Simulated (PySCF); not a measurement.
# BH2Cl (SMILES BCl) at 6 levels

Wanted: a comparison of 6 runs (MP2/STO-3G, CCSDT(Q)/STO-3G, CCSDT/STO-3G, CISD/STO-3G, CCSD(T)/STO-3G, FCI/STO-3G) of BH2Cl. Input form: a Python script.

The calculation is run with PySCF 2.14.0.

10 further runs of the same task are left out: 10 set aside as unsound or not needed.

### Step 1. The molecule

The species is BH2Cl (4 atoms), meant as a singlet with charge 0. SMILES: `BCl`. One bond was lengthened or shortened from a relaxed shape.

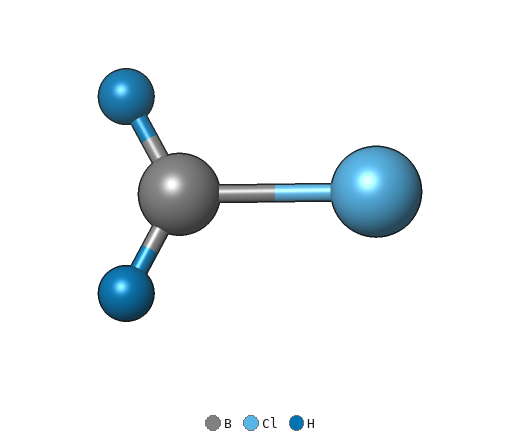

The structure, seen from a chosen angle (boron grey, chlorine blue, hydrogen blue).

### Step 2. A single-point energy at MP2/STO-3G (run 1)

File mol.xyz:

```xyz
4

B     -0.413079     0.105111    -0.234621
Cl     1.365000    -0.395300     0.721200
H     -1.402579    -0.476089     0.081079
H     -0.382979     0.956211    -1.065921
```

File job.py:

```python
from pyscf import gto, scf, mp

system = gto.M(
    atom='mol.xyz',
    max_memory=1860,
    verbose=4,
    spin=0,
    charge=0,
    basis='sto-3g',
)

hf = scf.RHF(system)
hf.conv_tol = 1e-10
hf.kernel()
if not hf.converged:
    hf = hf.newton().run(hf.mo_coeff, hf.mo_occ)

pt = mp.MP2(hf, frozen=6).run()
e_final = pt.e_tot
print(f'total energy: {e_final:.8f} hartree')
```

The run is started by

```bash
OMP_NUM_THREADS=1 python job.py
```

What it wrote:

```text
PySCF version 2.14.0

[... 54 lines left out ...]
converged SCF energy = -480.092307372295
[... 1 line left out ...]
******** <class 'pyscf.mp.mp2.RMP2'> ********
nocc = 6, nmo = 10
frozen orbitals 6
E(RMP2) = -480.137497176784  E_corr = -0.0451898044886794
E(SCS-RMP2) = -480.143293786811  E_corr = -0.0509864145163182
E_corr(same-spin) = -0.00374002023472743
E_corr(oppo-spin) = -0.041449784253952
total energy: -480.13749718 hartree
```

Run time: 0.7 s. Hardware: 1 thread of Arm Neoverse V1, shared host; peak memory 0.12 GiB.

### Step 3. The energy at CCSDT(Q)/STO-3G (run 2)

File job.py:

```python
from pyscf import gto, scf, cc

molecule = gto.M(
    atom='''
B       -0.413079       0.105111      -0.234621
Cl       1.365000      -0.395300       0.721200
H       -1.402579      -0.476089       0.081079
H       -0.382979       0.956211      -1.065921
''',
    charge=0,
    verbose=3,
    basis='sto-3g',
    max_memory=1860,
    spin=0,
)

mf = scf.RHF(molecule)
mf.conv_tol = 1e-10
mf.kernel()
if not mf.converged:
    mf = mf.newton().run(mf.mo_coeff, mf.mo_occ)

mycc = cc.CCSDT(mf, frozen=6)
mycc.kernel()
e_bracket, e_q = mycc.ccsdt_q()
e_tot = mycc.e_tot + e_q
print('Final energy', e_tot)
```

The run is started by

```bash
OMP_NUM_THREADS=1 python job.py
```

What it wrote:

```text
converged SCF energy = -480.092307372295
_make_eris_incore_RCCSDT

WARN: A large `blksize` is being used, which may cause large memory consumption
      for storing contraction intermediates. If memory is sufficient, consider using
      `pyscf.cc.rccsdt_highm.RCCSDT` instead.

WARN: A large `blksize_oovv` is being used, which may cause large memory consumption
      for storing contraction intermediates. If memory is sufficient, consider using
      `pyscf.cc.rccsdt_highm.RCCSDT` instead.

WARN: A large `blksize_oooo` is being used, which may cause large memory consumption
      for storing contraction intermediates. If memory is sufficient, consider using
      `pyscf.cc.rccsdt_highm.RCCSDT` instead.

RCCSDT converged
E(RCCSDT) = -480.1573773154489   E_corr = -0.06506994315399114
E_corr(same-spin) = -0.00454870179230102
E_corr(oppo-spin) = -0.0605212413616901
_make_eris_incore_RCCSDT
Final energy -480.15743528542976
```

Run time: 1.1 s. Hardware: 1 thread of Arm Neoverse V1, shared host; peak memory 0.1 GiB.

Run 3 isn't shown in full; the table further down has it.

### Step 4. The energy at CISD/STO-3G (run 4)

File input.xyz:

```xyz
4
BClH2
B     -0.413079     0.105111    -0.234621
Cl     1.365000    -0.395300     0.721200
H     -1.402579    -0.476089     0.081079
H     -0.382979     0.956211    -1.065921
```

File input.py:

```python
from pyscf import gto, ci

system = gto.M(
    atom='input.xyz',
    charge=0,
    basis='sto-3g',
    max_memory=1860,
    verbose=3,
)

mf = system.RHF()
mf.conv_tol = 1e-10
mf.kernel()
if not mf.converged:
    mf = mf.newton().run(mf.mo_coeff, mf.mo_occ)

cisd = ci.CISD(mf, frozen=6)
cisd.kernel()
energy = cisd.e_tot
print('E(%s) = %.9f' % ('CISD', energy))
```

The run is started by

```bash
OMP_NUM_THREADS=1 python input.py
```

What it wrote:

```text
converged SCF energy = -480.092307372295
E(RCISD) = -480.1538223316225  E_corr = -0.06151495932764406
E(CISD) = -480.153822332
```

It took 0.72 s on 1 thread of Arm Neoverse V1, shared host; peak memory 0.12 GiB.

Run 5 isn't shown in full; the table further down has it.

### Step 5. The energy at FCI/STO-3G (run 6)

File input.py:

```python
from pyscf import gto, scf, mcscf

mol = gto.Mole()
mol.atom = [
    ('B', (-0.413079, 0.105111, -0.234621)),
    ('Cl', (1.365000, -0.395300, 0.721200)),
    ('H', (-1.402579, -0.476089, 0.081079)),
    ('H', (-0.382979, 0.956211, -1.065921)),
]
mol.spin = 0
mol.basis = 'sto-3g'
mol.verbose = 4
mol.max_memory = 1860
mol.build()

calc0 = scf.RHF(mol)
calc0.conv_tol = 1e-10
calc0.kernel()
if not calc0.converged:
    calc0 = calc0.newton().run(calc0.mo_coeff, calc0.mo_occ)

cas = mcscf.CASCI(calc0, calc0.mo_coeff.shape[-1] - 6, (mol.nelec[0] - 6, mol.nelec[1] - 6))  # full CI above the frozen core
cas.fix_spin_(ss=0.0)
cas.kernel()
e_final = cas.e_tot
print(f'total energy: {e_final:.8f} hartree')
```

The run is started by

```bash
OMP_NUM_THREADS=1 python input.py
```

What it wrote:

```text
PySCF version 2.14.0

[... 54 lines left out ...]
converged SCF energy = -480.092307372295
[... 1 line left out ...]
******** <class 'pyscf.mcscf.casci.CASCI'> ********
CAS (6e+6e, 10o), ncore = 6, nvir = 0
natorb = False
canonicalization = True
sorting_mo_energy = False
******** <class 'pyscf.fci.addons.SpinPenaltyFCISolver'> ********
max. cycles = 200
conv_tol = 1e-08
davidson only = True
linear dependence = 1e-12
level shift = 0.001
max iter space = 12
nroots = 1
pspace_size = 400
spin = None
Density matrix diagonal elements [1.99706643 1.97653217 1.97747284 1.95749673 1.98335516 1.9981914
 0.02315528 0.04738242 0.02027686 0.01907072]
CASCI converged
CASCI E = -480.157375958741  E(CI) = -29.2456875579590  S^2 = 0.0000000
total energy: -480.15737596 hartree
```

Run time: 1.2 s. Hardware: 1 thread of Arm Neoverse V1, shared host; peak memory 0.12 GiB.

### Step 6. The series

| run | level | energy (Eh) | dipole moment (D) of the reference | HOMO energy (eV) | LUMO energy (eV) | wall time |
| --- | --- | --- | --- | --- | --- | --- |
| 1 | MP2/STO-3G | -480.137497 | 2.92 | -9.96 | 4.82 | 0.7 s |
| 2 | CCSDT(Q)/STO-3G | -480.157435 | 2.92 | -9.96 | 4.82 | 1.1 s |
| 3 | CCSDT/STO-3G | -480.157377 | 2.92 | -9.96 | 4.82 | 0.92 s |
| 4 | CISD/STO-3G | -480.153822 | 2.92 | -9.96 | 4.82 | 0.72 s |
| 5 | CCSD(T)/STO-3G | -480.156759 | 2.92 | -9.96 | 4.82 | 0.68 s |
| 6 | FCI/STO-3G | -480.157376 | 2.92 | -9.96 | 4.82 | 1.2 s |

### Step 7. Outcome

| quantity | value |
| --- | --- |
| run 6: total energy | -480.15738 Eh |
| run 6: dipole moment (Hartree–Fock density) | 2.92 D |
| run 6: HOMO energy (Hartree–Fock orbitals) | -9.96 eV |
| run 6: LUMO energy (Hartree–Fock orbitals) | 4.82 eV |
| run 6: HOMO–LUMO gap (Hartree–Fock orbitals) | 14.78 eV |
| run 6: correlation energy (6 core orbitals frozen) | -65.1 mEh |

**Reading.** Against full CI in this basis: MP2 +19.9 mEh; CCSDT(Q) -0.1 mEh; CCSDT -0.0 mEh; CISD +3.6 mEh; CCSD(T) +0.6 mEh. In runs 1, 2, 3, 4, 5, 6 the basis is minimal, so the values are rough. All runs together took 5.4 s, the longest 1.2 s.
